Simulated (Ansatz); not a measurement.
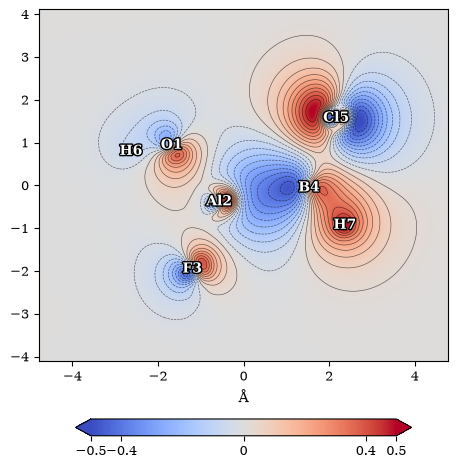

*AlBClFH2O (SMILES [OH][Al]([F])[BH]Cl). The HOMO on the molecular plane (values in Å⁻³ᐟ²; the overall sign is arbitrary).*

Method: RKS PBE0/cc-pVDZ in Ansatz 0.2.0.

```xyz
7

O    -0.6439    1.1659   -1.3862
Al   -0.4125   -0.2718   -0.4686
F    -1.1904   -1.6879   -0.9868
B     0.8115   -0.2943    1.2723
Cl    1.6383    1.1674    1.7666
H    -1.1984    1.1768   -2.1730
H     0.9954   -1.2562    1.9757
```

Question: Where does this orbital lie, and at what energy?

Answer: Its weight (Hirshfeld) is mainly on Cl5 (about 35 %), B4 (about 25 %), Al2 (about 20 %) and H7 (about 10 %); it is symmetric in the molecular plane (an in-plane orbital: σ, lone-pair or in-plane π type). Its energy is −7.87 eV.
